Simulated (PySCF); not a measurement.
**2-(trimethylsilyloxy)furan: geometry, NMR shifts and electronic excitations**

Wanted: the NMR shifts and electronic excitations of 2-(trimethylsilyloxy)furan (`C[Si](C)(C)Oc1ccco1`), by calculation.

Computed with PySCF 2.14.0, with density-fitted response routines of our own, on a single molecule in the gas phase. Atoms count from 0, in the outputs and in this text.

### 1 The starting structure

22 atoms, charge 0, multiplicity 1; geometry from: GFN2-xTB.

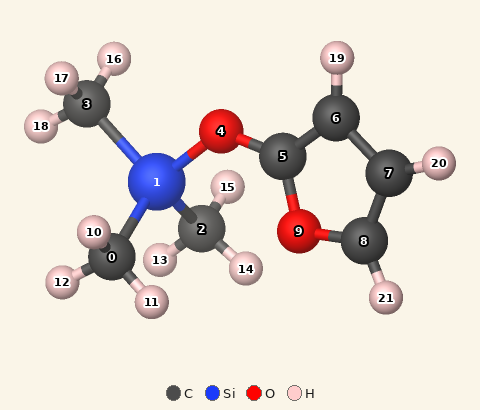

The starting geometry (carbon dark grey, silicon blue, oxygen red, hydrogen pink), atoms numbered.

### 2 Optimising the geometry at PBE0-D3(BJ)/def2-SVP

What the job is given:

```
{"job": {"xc": "PBE0", "basis": "def2-SVP", "d3": "d3bj", "grid": 1, "kind": "geom"}, "charge": 0, "multiplicity": 1}
C     -1.293859    -0.496238     1.781597
Si    -1.245709     0.111450    -0.023541
C     -1.404621    -1.364130    -1.218175
C     -2.529421     1.468211    -0.354232
O      0.159680     0.951645    -0.325307
C      1.404635     0.523442    -0.202397
C      2.580252     1.181786    -0.408078
C      3.602118     0.239144    -0.119176
C      2.975586    -0.909301     0.234699
O      1.628701    -0.746677     0.187842
H     -1.048067     0.305815     2.472672
H     -0.581702    -1.299601     1.947590
H     -2.277090    -0.869864     2.049268
H     -2.335537    -1.901235    -1.067683
H     -0.591745    -2.071084    -1.077113
H     -1.377448    -1.038235    -2.254488
H     -2.433389     1.872475    -1.356545
H     -2.422382     2.293273     0.342792
H     -3.534872     1.075390    -0.250628
H      2.697124     2.197023    -0.722365
H      4.658296     0.406710    -0.171808
H      3.338229    -1.871875     0.532538
```

**Question.** This job is followed by: GIAO PBE0/pcSseg-1 NMR shielding, non-relativistic, gas phase; TDDFT CAM-B3LYP/def2-SVPD, vertical, gas phase, core orbitals frozen in the response; GIAO KT2/pcSseg-1 NMR shielding, non-relativistic, gas phase. What will the session give for the following? point group; rotational constants (main isotopes); 13C shifts against TMS (PBE0/pcSseg-1, means over atoms taken as alike); 1H shifts against TMS (PBE0/pcSseg-1, means over atoms taken as alike); 29Si shifts against TMS (PBE0/pcSseg-1); 17O shifts against H2O (PBE0/pcSseg-1); lowest singlet (CAM-B3LYP/def2-SVPD); brightest single state of those computed; lowest triplet; vertical ionisation energy (ΔSCF); range of the shift of C7.

The runs gave:

| quantity | value |
| --- | --- |
| point group | C1 |
| rotational constants (main isotopes) | 2.35, 0.70, 0.65 GHz |
| 13C shifts against TMS (PBE0/pcSseg-1, means over atoms taken as alike) | 163.0, 132.9, 118.3, 86.6, 0.3 ppm |
| 1H shifts against TMS (PBE0/pcSseg-1, means over atoms taken as alike) | 6.70, 6.38, 5.31, 0.31 ppm |
| 29Si shifts against TMS (PBE0/pcSseg-1) | 30.8 ppm |
| 17O shifts against H2O (PBE0/pcSseg-1) | 288.2, 125.1 ppm |
| lowest singlet (CAM-B3LYP/def2-SVPD) | 5.70 eV (217 nm), f = 0.002 |
| brightest single state of those computed | state 2, 5.85 eV, f = 0.203 |
| lowest triplet | 3.88 eV |
| vertical ionisation energy (ΔSCF) | 7.77 eV |
| range of the shift of C7 | 108.5 to 118.3 ppm |

**Reading.** The optimisation took 6 steps and gained 0.149 eV; among the close pairs (by a distance rule), Si1–O4 changed most, from 1.665 to 1.714 Å. At PBE0/pcSseg-1: The widest tensor belongs to O9: span 266 ppm, with a paramagnetic part of -357 ppm. The lowest singlet, at 5.70 eV, is HOMO→LUMO 0.62, HOMO→LUMO+2 0.20 and is weak; of the 10 states computed, the strongest absorption comes from state 2 at 5.85 eV. The lowest triplet lies 1.82 eV below the lowest singlet (triplets in Tamm-Dancoff, singlets in full TDDFT). At CAM-B3LYP/def2-SVPD, the highest states lie near or above the ionisation energy, where they hang on the basis. ΔSCF puts the ionisation energy at 7.77 eV, 0.70 eV above −ε(HOMO). Across the 2 runs the shift of C7 moves most, between 108.5 (KT2/pcSseg-1) and 118.3 ppm (PBE0/pcSseg-1).
